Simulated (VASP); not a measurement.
Band structure of GdN (rock salt). All values below come from rev-vdW-DF2, VASP's PBE PAW potentials (set 64) (plane waves; VASP).

The 4f electrons are frozen in the core of the lanthanide potential, so 4f levels, which can set the real gap, and their magnetism are missing.

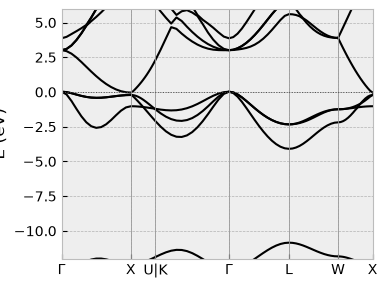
Figure: Bands along high-symmetry lines, zero at the valence-band maximum or, without a gap, the Fermi level

Problem. Read the plot: is there a gap, and where are the band edges?

Solution. It has no gap at this level: it comes out as a metal or semimetal. (Edges off the drawn lines would not show.)

The compound is GdN in the rock salt structure. It was relaxed first.
